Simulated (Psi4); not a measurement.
# SVWN5/6-31G(d) (spherical functions) run of CHF3O3S (triflic acid)

Aim: the vertical ionisation energy of CHF3O3S (triflic acid) at SVWN5/6-31G* (spherical functions), from 2 runs. The job is set up through a Python script.

Program for the calculation: Psi4 1.11.

## (1) The structure to begin with

CHF3O3S has 9 atoms, charge 0, and is taken as a singlet. As SMILES, `O=S(=O)(O)C(F)(F)F`. The coordinates come from a PBE0-D4/def2-TZVP relaxation. This is one conformer, not always the lowest.

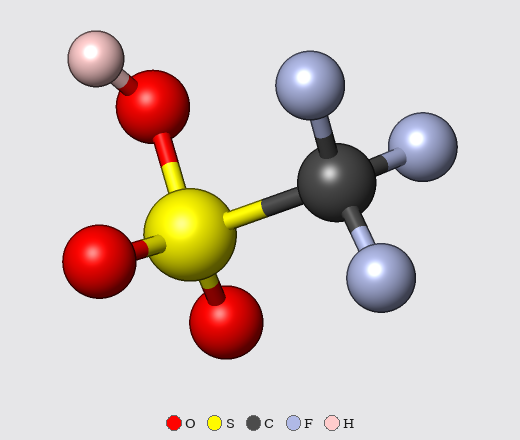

The structure, seen from a chosen angle (oxygen red, sulfur yellow, carbon dark grey, fluorine light blue, hydrogen pink).

## (2) Energy and forces at SVWN5/6-31G(d) (spherical functions)

File job.py:

```python
import psi4

psi4.set_memory(2200000000)
psi4.set_num_threads(1)
psi4.core.set_output_file('run.log', False)

molecule = psi4.geometry("""
O      1.462890    -0.581870     0.985740
S      0.298500    -0.778940     0.194370
O      0.144480    -1.837650    -0.729970
O     -0.972740    -0.777950     1.128120
C      0.003130     0.796730    -0.725230
F     -0.076560     1.801740     0.138180
F      1.014380     1.004120    -1.547510
F     -1.120920     0.723830    -1.412290
H     -0.753170    -0.350000     1.968590
units angstrom
symmetry c1
no_reorient
no_com
""")

psi4.set_options({
    'basis': '6-31G*',
    'puream': True,
    'e_convergence': 1e-09,
    'd_convergence': 1e-08,
    'scf_type': 'pk',
    'dft_radial_points': 99,
    'dft_spherical_points': 590,
})

energy_value = psi4.gradient("scf", dft_functional={"name": "SVWN5", "x_functionals": {"LDA_X": {}}, "c_functionals": {"LDA_C_VWN": {}}})
print('gradient / Eh bohr^-1')
print(energy_value.np.round(6))
for k, v in sorted(psi4.core.scalar_variables().items()):
    print(f'{k:45s} {v:18.10f}')
```

On the command line:

```bash
$ python job.py
```

run.log:

```text
[...]
  Running in c1 symmetry.
[...]
  Nuclear repulsion =  572.265529984232899
[...]
  Multiplicity = 1
[...]
  Nalpha       = 37
  Nbeta        = 37
[...]
    Number of basis functions: 118
[...]
   @RKS iter   1:  -956.42601685903412    9.33215e-01   9.03378e-03 DIIS/ADIIS
[...]
   @RKS iter  14:  -956.83207599125842   -9.43601e-12   5.94726e-09 DIIS
[...]
    Orbital Energies [Eh]
    ---------------------
    Doubly Occupied:
       1A    -87.962891     2A    -24.163364     3A    -24.161600
       4A    -24.161131     5A    -18.701868     6A    -18.649480
       7A    -18.646964     8A    -10.052251     9A     -7.859731
      10A     -5.917450    11A     -5.915562    12A     -5.913582
      13A     -1.245113    14A     -1.153021    15A     -1.152395
      16A     -1.106603    17A     -0.995453    18A     -0.970412
      19A     -0.704306    20A     -0.635668    21A     -0.592578
      22A     -0.569686    23A     -0.567599    24A     -0.495028
      25A     -0.463166    26A     -0.437487    27A     -0.437033
      28A     -0.434124    29A     -0.415156    30A     -0.404696
      31A     -0.402653    32A     -0.375599    33A     -0.358845
      34A     -0.336941    35A     -0.319726    36A     -0.303100
[...]
  @RKS Final Energy:  -956.83207599125842
   => Energetics <=
    Nuclear Repulsion Energy =            572.2655299842328986
    One-Electron Energy =               -2466.7138322421701560
    Two-Electron Energy =                1021.2184555739208918
    DFT Exchange-Correlation Energy =     -83.6022293072420410
    Empirical Dispersion Energy =           0.0000000000000000
    VV10 Nonlocal Energy =                  0.0000000000000000
    Total Energy =                       -956.8320759912584208
[...]
 Multipole Moments:
 ------------------------------------------------------------------------------------
     Multipole            Electronic (a.u.)      Nuclear  (a.u.)        Total (a.u.)
 ------------------------------------------------------------------------------------
 L = 1.  Multiply by 2.5417464519 to convert [e a0] to [Debye]
 Dipole X            :        -14.6293532           14.1176715           -0.5116817
 Dipole Y            :          4.2591190           -3.4869415            0.7721775
 Dipole Z            :         26.3885372          -25.6933400            0.6951972
 Magnitude           :                                                    1.1581776
[...]
  -Total Gradient:
     Atom            X                  Y                   Z
    ------   -----------------  -----------------  -----------------
       1       -0.039151346107    -0.007056510397    -0.028022009300
       2        0.011059523623    -0.032003302470     0.013778878681
       3        0.006598001823     0.037255197799     0.031572164883
       4        0.024966735215     0.006760919587    -0.000524564210
       5        0.000827839735    -0.000276687930    -0.000163408082
       6       -0.000210395830    -0.000502155955    -0.003567131345
       7       -0.003057984963     0.000906514393     0.001284866464
       8        0.002598243771     0.002117829522     0.000950449442
       9       -0.003601200233    -0.007258596083    -0.015324834954
[...]
```

The script printed:

```text
gradient / Eh bohr^-1
[[-0.039151 -0.007057 -0.028022]
 [ 0.01106  -0.032003  0.013779]
 [ 0.006598  0.037255  0.031572]
 [ 0.024967  0.006761 -0.000525]
 [ 0.000828 -0.000277 -0.000163]
 [-0.00021  -0.000502 -0.003567]
 [-0.003058  0.000907  0.001285]
 [ 0.002598  0.002118  0.00095 ]
 [-0.003601 -0.007259 -0.015325]]
CURRENT ENERGY                                   -956.8320759913
CURRENT REFERENCE ENERGY                         -956.8320759913
DD SOLVATION ENERGY                                 0.0000000000
DFT FUNCTIONAL TOTAL ENERGY                      -956.8320759913
DFT TOTAL ENERGY                                 -956.8320759913
DFT VV10 ENERGY                                     0.0000000000
DFT XC ENERGY                                     -83.6022293072
GRID ELECTRONS ALPHA                               37.0000000417
GRID ELECTRONS BETA                                37.0000000417
GRID ELECTRONS TOTAL                               74.0000000834
NUCLEAR REPULSION ENERGY                          572.2655299842
ONE-ELECTRON ENERGY                             -2466.7138322422
PCM POLARIZATION ENERGY                             0.0000000000
PE ENERGY                                           0.0000000000
SCF ITERATION ENERGY                             -956.8320759913
SCF ITERATIONS                                     14.0000000000
SCF TOTAL ENERGY                                 -956.8320759913
TWO-ELECTRON ENERGY                              1021.2184555739
XC GRID RADIAL POINTS                              99.0000000000
XC GRID SPHERICAL POINTS                          590.0000000000
XC GRID TOTAL POINTS                           494044.0000000000
```

It took 22 s on 1 thread of Intel Xeon 6975P-C (Granite Rapids), shared host; peak memory 0.69 GiB.

## (3) The doublet cation: a single-point energy at USVWN5/6-31G(d) (spherical functions)

File chf3o3s.xyz:

```xyz
9
CHF3O3S
O      1.462890    -0.581870     0.985740
S      0.298500    -0.778940     0.194370
O      0.144480    -1.837650    -0.729970
O     -0.972740    -0.777950     1.128120
C      0.003130     0.796730    -0.725230
F     -0.076560     1.801740     0.138180
F      1.014380     1.004120    -1.547510
F     -1.120920     0.723830    -1.412290
H     -0.753170    -0.350000     1.968590
```

File chf3o3s.py:

```python
import psi4

psi4.set_memory(2200000000)
psi4.set_num_threads(1)
psi4.core.set_output_file('psi4.out', False)

with open('chf3o3s.xyz') as f:
    atoms = ''.join(f.readlines()[2:])
m = psi4.geometry('1 2\n' + atoms + 'symmetry c1')

psi4.set_options({
    'basis': '6-31G*',
    'reference': 'uks',
    'puream': True,
    'e_convergence': 1e-09,
    'd_convergence': 1e-08,
    'scf_type': 'pk',
    'dft_radial_points': 99,
    'dft_spherical_points': 590,
    'maxiter': 100,
})

result = psi4.energy("scf", dft_functional={"name": "SVWN5", "x_functionals": {"LDA_X": {}}, "c_functionals": {"LDA_C_VWN": {}}})
print('E =', round(result, 9))
```

On the command line:

```bash
$ python chf3o3s.py
```

psi4.out:

```text
[...]
  Running in c1 symmetry.
[...]
  Nuclear repulsion =  572.265529984232899
[...]
  Multiplicity = 2
[...]
  Nalpha       = 37
  Nbeta        = 36
[...]
    Number of basis functions: 118
[...]
   @UKS iter   1:  -956.00901635544324    1.35022e+00   8.58272e-03 ADIIS/DIIS
[...]
   @UKS iter  20:  -956.40467654816030   -4.54747e-13   2.95882e-09 DIIS
[...]
   @S^2 Observed:                7.511259329E-01
[...]
    Orbital Energies [Eh]
    ---------------------
    Alpha Occupied:
       1A    -88.229237     2A    -24.410070     3A    -24.402913
       4A    -24.402269     5A    -18.957711     6A    -18.938692
       7A    -18.937564     8A    -10.317126     9A     -8.129877
      10A     -6.186325    11A     -6.185209    12A     -6.184540
      13A     -1.484642    14A     -1.391776    15A     -1.388936
      16A     -1.377122    17A     -1.256345    18A     -1.250431
      19A     -0.971332    20A     -0.875672    21A     -0.838827
      22A     -0.805199    23A     -0.801783    24A     -0.755309
      25A     -0.720073    26A     -0.688567    27A     -0.678269
      28A     -0.668146    29A     -0.665916    30A     -0.639701
      31A     -0.636552    32A     -0.619398    33A     -0.604924
      34A     -0.593203    35A     -0.588372    36A     -0.573624
[...]
  @UKS Final Energy:  -956.40467654816030
   => Energetics <=
    Nuclear Repulsion Energy =            572.2655299842328986
    One-Electron Energy =               -2448.0664667047240073
    Two-Electron Energy =                1002.5259602413051425
    DFT Exchange-Correlation Energy =     -83.1297000689742731
    Empirical Dispersion Energy =           0.0000000000000000
    VV10 Nonlocal Energy =                  0.0000000000000000
    Total Energy =                       -956.4046765481602961
  UHF NO Occupations:
  HONO-2 :   35  A 1.9998322
  HONO-1 :   36  A 1.9997647
[...]
 Multipole Moments:
 ------------------------------------------------------------------------------------
     Multipole            Electronic (a.u.)      Nuclear  (a.u.)        Total (a.u.)
 ------------------------------------------------------------------------------------
 L = 1.  Multiply by 2.5417464519 to convert [e a0] to [Debye]
 Dipole X            :         -0.0103304           -0.3310855           -0.3414159
 Dipole Y            :          3.8447088           -3.6910784            0.1536304
 Dipole Z            :         -3.0449953            4.1242084            1.0792130
 Magnitude           :                                                    1.1423081
[...]
```

On the terminal:

```text
E = -956.404676548
```

It took 29 s on 1 thread of Intel Xeon 6975P-C (Granite Rapids), shared host; peak memory 0.7 GiB.

## (4) Results

Level: SVWN5/6-31G* (spherical functions).

| quantity | value |
| --- | --- |
| singlet CHF3O3S: total energy | -956.83208 Eh |
| singlet CHF3O3S: dipole moment | 2.94 D |
| singlet CHF3O3S: HOMO energy | -8.14 eV |
| singlet CHF3O3S: LUMO energy | -0.38 eV |
| singlet CHF3O3S: HOMO–LUMO gap | 7.76 eV |
| singlet CHF3O3S: largest force on an atom | 2.534 eV/Å |
| doublet cation: total energy | -956.40468 Eh |
| doublet cation: HOMO energy (highest over α and β) | -15.23 eV |
| doublet cation: LUMO energy (lowest over α and β) | -15.07 eV |
| doublet cation: ⟨S²⟩ | 0.751 |
| vertical ionisation energy (to the doublet cation) | 11.630 eV |

What this shows: The vertical ionisation energy comes to 11.63 eV (268 kcal/mol). The largest force (singlet CHF3O3S) is 2.53 eV/Å: the shape isn't a stationary point for this species at this level. −ε(HOMO) before ionisation, 8.14 eV, is 3.49 eV below this ionisation energy. With no_com the log's rotational constants are taken about the origin, not the centre of mass, so they aren't the molecule's.
